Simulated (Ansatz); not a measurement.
# How Ba(110) screens a field, part 2 of 2

Aim: image plane and induced charge of Ba(110).

Ansatz 0.2.0; plane-wave DFT, LDA, Ansatz PAW.

So far. Step 6 (Atoms held, field -0.1 V/Å): The dipole is -0.265 e·Å. Step 7 (Single point, field 0.15 V/Å): The dipole is 0.398 e·Å.

## 8. The response

This step: plane-wave DFT, LDA, Ansatz PAW; screening of a field by a metal slab (Ansatz 0.2.0).

The dipoles give the slope, and the difference of two potentials shows where the field is screened.

This step gave:

```
equivalent conductor thickness p/(ε₀AE)      : 26.92 Å
distance between the outer atoms             : 21.30 Å
inner field over outer field                 : 3.46e-4
image plane, upper face                      : 2.799 Å
induced electrons on the upper face over ε₀E : -0.9957
image plane, lower face                      : 2.800 Å
induced electrons on the lower face over ε₀E : 0.9957
```

Dipole of the cell against applied field:

| applied field (V/Å) | dipole of the cell (e·Å) |
| --- | --- |
| -0.100 | -0.265 |
| -0.030 | -0.0795 |
| 0.000 | 6.2e-7 |
| 0.030 | 0.0795 |
| 0.100 | 0.265 |
| 0.150 | 0.398 |

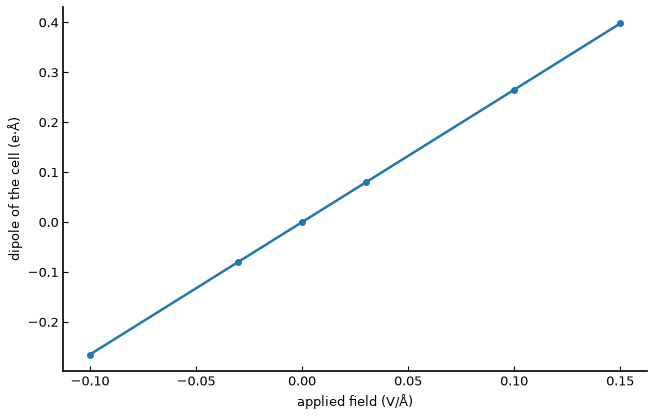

Dipole of the cell against applied field.

Local field over the applied field, running mean. From the potentials at -0.03 and 0.03 V/Å; running mean over 3.55 Å. Table of local field over applied field by z:

| z (Å) | local field over applied field |
| --- | --- |
| 5.0 | 0.843 |
| 7.5 | 0.163 |
| 10.0 | -0.0244 |
| 12.5 | -0.00108 |
| 15.0 | 0.00297 |
| 17.5 | -1.3e-4 |
| 20.0 | 4.5e-4 |
| 22.5 | -2.5e-5 |
| 25.0 | 0.00220 |
| 27.5 | 0.00439 |
| 30.0 | -0.0469 |
| 32.5 | 0.353 |

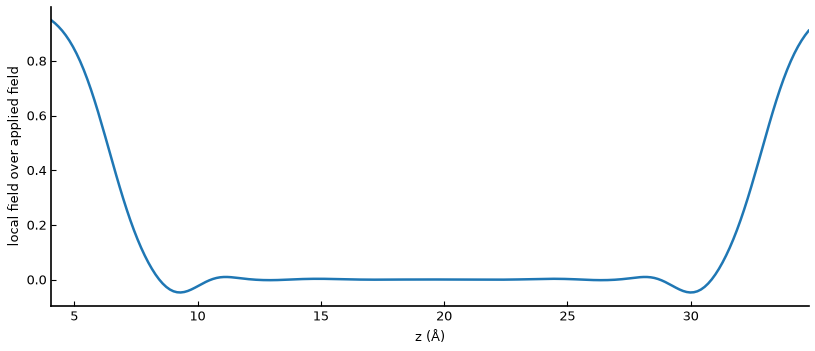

Local field over applied field, plotted against z.

Electrons, planar mean, per unit field. Table of induced electron density by z:

| z (Å) | induced electron density (e/Å³ per V/Å) |
| --- | --- |
| 6 | 0.00174 |
| 8 | 0.00108 |
| 10 | 1.5e-5 |
| 12 | 1.5e-5 |
| 14 | 1.8e-6 |
| 16 | 7.0e-6 |
| 18 | -8.9e-7 |
| 20 | 0 |
| 22 | 2.4e-6 |
| 24 | -3.8e-5 |
| 26 | 9.6e-5 |
| 28 | -2.0e-4 |
| 30 | 0.00107 |
| 32 | -0.00291 |
| 34 | -8.7e-4 |

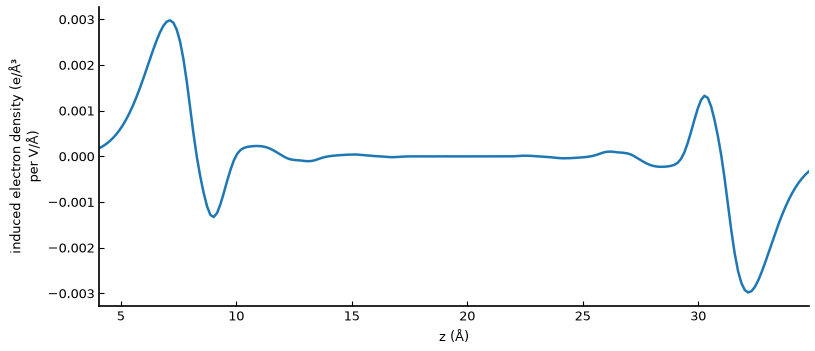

Induced electron density against z.

By hand: between -0.03 and 0.03 V/Å the dipole changes by 0.1590 e·Å, a slope of 2.651 e·Å²/V. A perfect conductor of thickness t has p = ε₀AEt, so t = 180.95 × 2.651 / 17.819 = 26.92 Å (e/ε₀ = 180.95 V·Å, A in Å²). Less the 21.30 Å between the outer atoms, and halved, that puts each image plane 2.81 Å out.

The induced dipole is that of a conductor 26.92 Å thick.

## 9. Varying the input

This step: plane-wave DFT, LDA, Ansatz PAW, but for the change named below (Ansatz 0.2.0).

A run with a changed input: it repeats the earlier run at 0.03 V/Å with hamiltonian.xc from lda to r2scan and scf.n_extra_bands to 1.

The input, input.yaml:

```yaml
crystal:
  lattice:
    - [3.5496760416, -2.51, 0.0]
    - [3.5496760416, 2.51, 0.0]
    - [0.0, 0.0, 39.2980562493]
  atoms:
    - { symbol: Ba, position: [0.0, 0.0, 0.2290189607] }
    - { symbol: Ba, position: [0.5, 0.5, 0.3193459738] }
    - { symbol: Ba, position: [0.0, 0.0, 0.4096729869] }
    - { symbol: Ba, position: [0.5, 0.5, 0.5] }
    - { symbol: Ba, position: [0.0, 0.0, 0.5903270131] }
    - { symbol: Ba, position: [0.5, 0.5, 0.6806540262] }
    - { symbol: Ba, position: [0.0, 0.0, 0.7709810393] }
kpoints:
  mp_grid: { grid: [12, 12, 1] }
hamiltonian:
  xc: r2scan
scf:
  occupations: { method: fermi_dirac, width: 0.1 }
  convergence: { dr2_threshold: 1.0e-10 }
  n_extra_bands: 1
efield:
  axis: 3
  dipole_correction: true
  ramp_position: 0.97
  ramp_width: 0.06
  amplitude: 0.03
output:
  forces: true
  write_potential: true
  write_density: true
  volumetric_format: npy
```

Run with:

```bash
> ansatz run input.yaml --threads 2 --pin off --max-ram 3072MiB --backend cpu --events-out ev --progress --plain --runs-dir out
```

Numbers of over 12 decimals in the logs are rounded to 6 here.

Output:

```text
scf.n_extra_bands = 1 over 35 filled bands (N_el = 70.0): the run solves 36 bands
Engine: ansatz 0.2.0, aarch64-unknown-linux-gnu
Pseudopotentials: kind: paw
Pseudopotential: Ba, paw, valence charge 10, recommended cutoff 500 eV (meta_gga), Ba.paw.azcp
Functional definition: r2SCAN
  parameter k0 = 0.174
  parameter k1 = 0.065
  parameter a1 = 4.9479
  exchange = r2scan_x(k0 = k0, k1 = k1, a1 = a1)
  correlation = r2scan_c
Crystal: 7 atoms, lattice volume = 700.267 Å³
Basis set: ecut = 500 eV, 17655 PW (Γ), exchange–correlation on 128×128×1152 points (64 copies of the dense FFT grid, shifted against one another)
Bands: 36, of which v1, the nominal top of the filled ones, is band 35 counted from 1 (34 counted from 0)
Symmetry: 4 space group operations
k-points: 43 of 144
Non-local potential: Ba, projectors of the file, l = 0: 3, l = 1: 2, l = 2: 2, l = 3: 2
PAW form: soft (Blöchl's): semilocal exchange-correlation on the pseudo side does not see the compensation charge
PAW frozen core: Ba, regenerated for the run's functional (the file was generated under x = pbe(κ = 0.804, μ = 0.219515), c = pbe(β = 0.066725))
PAW one-centre angular grid: Ba, 302 points (default); XC on 160 Gauss nodes
Initial density: superposition of atomic densities (neutral atoms: chi_scale 0, normalization atom), corrected by the library's trained network
Initial wavefunctions: pseudopotential atomic-orbital guess
Functional: x = r2scan, c = r2scan; τ floored in thin density (d = 2e-4 eV/Å³)
SCF iter   1: F=—  HF=-41750.423077 eV  |F-HF|=—  |Δ(HF+E_count)|=         —  Δρ=5.01e-3  dr2=3.69e1  dr2_τ=1.01e-2  ethr=1.77e-3  p=0.000 e·Å  D=6.18e-14 V/Å  ΔV_dip=-0.00 eV  dr2_dipole=4.63e1  V_vac-E_F(+/−)=3.01/1.92 eV  ⟨swp⟩=14.5  Hψ=10979  notcnv=0
efield: sawtooth ramp at fractional position 0.9700 (set: `efield.ramp_position`, or a place that a band, a saddle search or an elastic batch's reference lends), width 0.0600; the density the first Hamiltonian is built on has a dipole p = 0.000 e·Å; the dipole correction subtracts the counter field D = 6.18e-14 V/Å, which shifts the + side's vacuum level by -0.00 eV against the − side's; the planar-averaged density in the ramp window peaks in size at 2.6e-5 e/Å³
preconditioner: auto → LDOS  [metal: Δε(μ)=0.005 eV  Ē_g=1.023 eV  σ=0.100 eV  W_gap=0.01  n_scr=88 (ndim 8)  ℏωp=5.3 eV  f_vac=0.326  D(μ)=7.09/eV (n_scr^D=16)  β→1.0]
SCF iter   2: F=—  HF=-41750.567122 eV  |F-HF|=—  |Δ(HF+E_count)|=   1.44e-1  Δρ=4.31e-3  dr2=2.59e1  dr2_τ=1.04e-2  ethr=1.77e-3  p=0.111 e·Å  D=2.87e-2 V/Å  ΔV_dip=-1.13 eV  dr2_dipole=2.69e1  V_vac-E_F(+/−)=2.09/2.13 eV  ⟨swp⟩=2.5  Hψ=3250  notcnv=0
SCF iter   3: F=—  HF=-41750.454743 eV  |F-HF|=—  |Δ(HF+E_count)|=   1.12e-1  Δρ=1.15e-3  dr2=6.94e-1  dr2_τ=6.51e-4  ethr=1.77e-3  p=0.094 e·Å  D=2.43e-2 V/Å  ΔV_dip=-0.96 eV  dr2_dipole=2.39e-1  V_vac-E_F(+/−)=2.53/2.39 eV  ⟨swp⟩=2.2  Hψ=3191  notcnv=0
SCF iter   4: F=—  HF=-41750.448852 eV  |F-HF|=—  |Δ(HF+E_count)|=   5.89e-3  Δρ=5.71e-4  dr2=3.79e-2  dr2_τ=7.36e-5  ethr=9.91e-4  p=0.074 e·Å  D=1.91e-2 V/Å  ΔV_dip=-0.75 eV  dr2_dipole=2.96e-2  V_vac-E_F(+/−)=2.54/2.20 eV  ⟨swp⟩=1.7  Hψ=1660  notcnv=0
SCF iter   5: F=—  HF=-41750.452727 eV  |F-HF|=—  |Δ(HF+E_count)|=   3.88e-3  Δρ=4.60e-4  dr2=7.86e-2  dr2_τ=5.23e-5  ethr=5.41e-5  p=0.075 e·Å  D=1.94e-2 V/Å  ΔV_dip=-0.76 eV  dr2_dipole=4.13e-2  V_vac-E_F(+/−)=2.45/2.12 eV  ⟨swp⟩=2.9  Hψ=2083  notcnv=0
SCF iter   6: F=—  HF=-41750.451343 eV  |F-HF|=—  |Δ(HF+E_count)|=   1.38e-3  Δρ=2.02e-4  dr2=1.93e-2  dr2_τ=8.19e-6  ethr=5.41e-5  p=0.078 e·Å  D=2.01e-2 V/Å  ΔV_dip=-0.79 eV  dr2_dipole=8.81e-3  V_vac-E_F(+/−)=2.44/2.14 eV  ⟨swp⟩=1.8  Hψ=1813  notcnv=0
SCF iter   7: F=—  HF=-41750.451198 eV  |F-HF|=—  |Δ(HF+E_count)|=   1.45e-4  Δρ=1.12e-4  dr2=6.40e-3  dr2_τ=3.10e-6  ethr=2.75e-5  p=0.083 e·Å  D=2.13e-2 V/Å  ΔV_dip=-0.84 eV  dr2_dipole=8.29e-3  V_vac-E_F(+/−)=2.45/2.20 eV  ⟨swp⟩=2.1  Hψ=1683  notcnv=0
SCF iter   8: F=—  HF=-41750.451184 eV  |F-HF|=—  |Δ(HF+E_count)|=   1.40e-5  Δρ=4.70e-5  dr2=2.35e-3  dr2_τ=2.19e-7  ethr=9.14e-6  p=0.082 e·Å  D=2.11e-2 V/Å  ΔV_dip=-0.83 eV  dr2_dipole=3.27e-3  V_vac-E_F(+/−)=2.45/2.19 eV  ⟨swp⟩=1.7  Hψ=1704  notcnv=0
SCF iter   9: F=—  HF=-41750.451842 eV  |F-HF|=—  |Δ(HF+E_count)|=   6.58e-4  Δρ=2.33e-4  dr2=4.57e-3  dr2_τ=2.32e-6  ethr=3.35e-6  p=0.081 e·Å  D=2.09e-2 V/Å  ΔV_dip=-0.82 eV  dr2_dipole=2.12e-3  V_vac-E_F(+/−)=2.46/2.19 eV  ⟨swp⟩=2.1  Hψ=1808  notcnv=0
[...]
SCF iter  95: F=—  HF=-41750.451542 eV  |F-HF|=—  |Δ(HF+E_count)|=   1.93e-5  Δρ=5.96e-5  dr2=3.89e-4  dr2_τ=1.64e-7  ethr=1.17e-7  p=0.085 e·Å  D=2.19e-2 V/Å  ΔV_dip=-0.86 eV  dr2_dipole=2.70e-4  V_vac-E_F(+/−)=2.44/2.21 eV  ⟨swp⟩=4.6  Hψ=3209  notcnv=1
SCF iter  96: F=—  HF=-41750.451580 eV  |F-HF|=—  |Δ(HF+E_count)|=   3.83e-5  Δρ=1.16e-4  dr2=1.01e-3  dr2_τ=5.94e-7  ethr=1.17e-7  p=0.085 e·Å  D=2.19e-2 V/Å  ΔV_dip=-0.86 eV  dr2_dipole=3.03e-4  V_vac-E_F(+/−)=2.44/2.21 eV  ⟨swp⟩=2.5  Hψ=1809  notcnv=1
SCF iter  97: F=—  HF=-41750.451532 eV  |F-HF|=—  |Δ(HF+E_count)|=   4.80e-5  Δρ=8.51e-5  dr2=6.63e-4  dr2_τ=3.46e-7  ethr=1.17e-7  p=0.085 e·Å  D=2.19e-2 V/Å  ΔV_dip=-0.86 eV  dr2_dipole=3.37e-4  V_vac-E_F(+/−)=2.44/2.21 eV  ⟨swp⟩=2.2  Hψ=1881  notcnv=0
SCF iter  98: F=—  HF=-41750.451835 eV  |F-HF|=—  |Δ(HF+E_count)|=   3.02e-4  Δρ=2.09e-4  dr2=2.64e-3  dr2_τ=1.83e-6  ethr=1.17e-7  p=0.085 e·Å  D=2.19e-2 V/Å  ΔV_dip=-0.86 eV  dr2_dipole=5.09e-7  V_vac-E_F(+/−)=2.44/2.21 eV  ⟨swp⟩=4.2  Hψ=6178  notcnv=0  recentre
SCF iter  99: F=—  HF=-41750.451748 eV  |F-HF|=—  |Δ(HF+E_count)|=   8.69e-5  Δρ=5.19e-5  dr2=3.40e-4  dr2_τ=1.37e-7  ethr=1.17e-7  p=0.085 e·Å  D=2.19e-2 V/Å  ΔV_dip=-0.86 eV  dr2_dipole=2.68e-4  V_vac-E_F(+/−)=2.44/2.21 eV  ⟨swp⟩=3.4  Hψ=5369  notcnv=0
SCF iter 100: F=—  HF=-41750.451816 eV  |F-HF|=—  |Δ(HF+E_count)|=   6.83e-5  Δρ=2.02e-4  dr2=2.48e-3  dr2_τ=1.71e-6  ethr=1.17e-7  p=0.085 e·Å  D=2.19e-2 V/Å  ΔV_dip=-0.86 eV  dr2_dipole=1.19e-8  V_vac-E_F(+/−)=2.44/2.21 eV  ⟨swp⟩=2.9  Hψ=5063  notcnv=0  recentre
Error: did not converge after 100 iterations: dr2 = 2.48e-3 (threshold 1.00e-10), under the density mixer `msr1`, which `scf.mixing.algorithm: auto` chose by the deck's other keys (type `scf.mixing.algorithm: msr1` to keep it); the highest band holds charge, and too few bands can keep an SCF from converging: raise `scf.n_extra_bands` (try 42 bands in all); raise `scf.max_iter`, which need not help a stalled SCF, or a [...]
```

Wall time 13 min (2 threads of Arm Neoverse V2, shared host); peak memory 2.2 GiB.

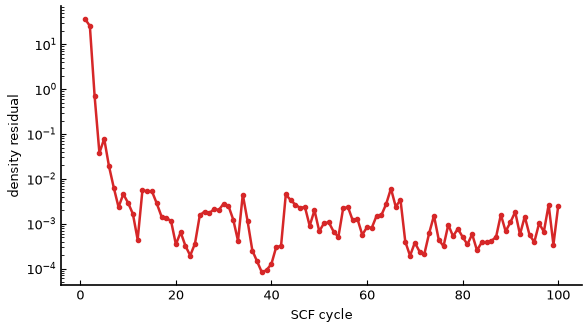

Residual by cycle in this run.

No converged result was reached; the numbers in the log don't describe the system.

After 100 cycles the residual stands at 0.0025, against 0.0010 at cycle 51 and a least value of 8.2e-5.

The program's message: “Error: did not converge after 100 iterations: dr2 = 2.48e-3 (threshold 1.00e-10), under the density mixer `msr1`, which `scf.mixing.algorithm: auto` chose by the deck's other keys (type `scf.mixing.al …”

## 10. A changed input

This step: plane-wave DFT, LDA, Ansatz PAW (Ansatz 0.2.0).

Another changed input: it repeats the earlier run at 0.03 V/Å with efield.dipole_correction from true to false.

input.yaml, as its differences from that of step 9:

```diff
@@ -16,3 +16,3 @@
 hamiltonian:
-  xc: r2scan
+  xc: lda
 scf:
@@ -20,6 +20,5 @@
   convergence: { dr2_threshold: 1.0e-10 }
-  n_extra_bands: 1
 efield:
   axis: 3
-  dipole_correction: true
+  dipole_correction: false
   ramp_position: 0.97
```

Output:

```text
[...]
Crystal: 7 atoms, lattice volume = 700.267 Å³
Basis set: ecut = 420 eV, 13737 PW (Γ)
Bands: 42, of which v1, the nominal top of the filled ones, is band 35 counted from 1 (34 counted from 0)
Symmetry: 4 space group operations
k-points: 43 of 144
[...]
SCF iter   1: F=—  HF=-40456.353013 eV  |F-HF|=—  |Δ(HF+E_count)|=         —  Δρ=4.97e-3  dr2=3.51e1  ethr=1.77e-3  p=0.000 e·Å  V_vac-E_F(+/−)=3.39/2.31 eV  ⟨swp⟩=16.4  Hψ=30462  notcnv=0
[...]
SCF iter  10: F=-40456.087271 eV  HF=-40456.087271 eV  |F-HF|=4.37e-11  |Δ(HF+E_count)|=  7.06e-10  Δρ=4.72e-8  dr2=4.01e-11  ethr=1.00e-12  p=0.253 e·Å  V_vac-E_F(+/−)=3.02/2.13 eV  ⟨swp⟩=11.1  Hψ=13556  notcnv=0
SCF 1 converged in 10 iterations: F = -40456.087271 eV  dr2 = 4.01e-11
[...]
SCF converged after 10 iterations
Free energy (F): -40456.087271 eV
[...]
Internal energy: -40455.756155 eV  (E = F + TS)
E sigma→0 (E₀):  -40455.921713 eV
Entropy (-TS):   -0.331116 eV (-47.302 meV/atom)
Fermi energy:    2.650134 eV
Dipole field:    D = 0.065283 V/Å  (p = 0.252639 e·Å, saw-weighted)
Work function:   not extracted (applied field tilts the vacuum); planar V_es + V_field profile in the machine report
[...]
--- Forces (eV/Å), atoms counted from 1 ---
  atom   1  Ba     0.00000000     0.00000000     0.19996102
  atom   2  Ba     0.00000000     0.00000000    -0.06346749
  atom   3  Ba     0.00000000     0.00000000     0.00880525
  atom   4  Ba     0.00000000     0.00000000    -0.00004264
  atom   5  Ba     0.00000000     0.00000000    -0.00887249
  atom   6  Ba     0.00000000     0.00000000     0.06452226
  atom   7  Ba     0.00000000     0.00000000    -0.20089796
  max |Σ_I F_I| component: 7.94e-6 eV/Å
--- Band table (eV; the first three rows and the last of 43) ---
  k-point 0: bands = [... 31 lower, 0.7909, 1.1867, 1.5058, 1.6790, 3.0342, 3.1355, 3.2893, 3.3341, ... 10 higher]
  k-point 1: bands = [... 31 lower, 0.8791, 1.2762, 1.6006, 1.7778, 3.0545, 3.1482, 3.2921, 3.3332, ... 10 higher]
  k-point 2: bands = [... 31 lower, 1.1177, 1.5133, 1.8534, 2.0481, 3.0814, 3.1472, 3.2671, 3.2978, ... 10 higher]
  k-point 42: bands = [... 31 lower, 2.1599, 2.1834, 2.2273, 2.2956, 2.3572, 2.3593, 2.5289, 2.8463, ... 10 higher]
```

The job ended after 2.4 min (2 threads; peak memory 1.4 GiB).

| quantity | this run | earlier run | difference |
| --- | --- | --- | --- |
| dipole along the normal (e·Å) | 0.2526 | 0.07952 | 0.17 |

With the dipole correction off, the periodic images add a field of their own to the typed one.

It moves by +0.173 e·Å.

These numbers are not those of the isolated slab.

## 11. Results

| Property | Result |
| --- | --- |
| work function | 2.60 eV |
| image plane, upper face | 2.80 Å |
| induced electrons on the upper face over ε₀E | -0.996 |
| equivalent conductor thickness p/(ε₀AE) | 26.9 Å |
| inner field over outer field | 3.5e-4 |

In words: The induced charge has its centre 2.80 Å outside the outermost atoms; this is the plane from which a capacitor's gap or an image potential counts. The equivalent conductor thickness exceeds the distance between the outer atoms by 5.63 Å, about the sum of the two image-plane distances. In the middle of the slab the field is screened to under 0.5 % of its outer value. The atoms are held at bulk positions with the tabulated experimental lattice constant.

[Logs are printed without paths, hosts, clocks, repeated set-up lines and the standing remarks that a program may print on its own settings, such as how far it seeks lower states.]

[Hosts, paths, dates, database ids (printed as entryN), source tags and the programs' standing remarks are cut or masked in the printed files.]

[Maps of the electrostatic potential energy from Ansatz leave out the sawtooth potential of an applied field or a dipole correction, so their vacuum need not be flat; planar profiles and work functions include it.]
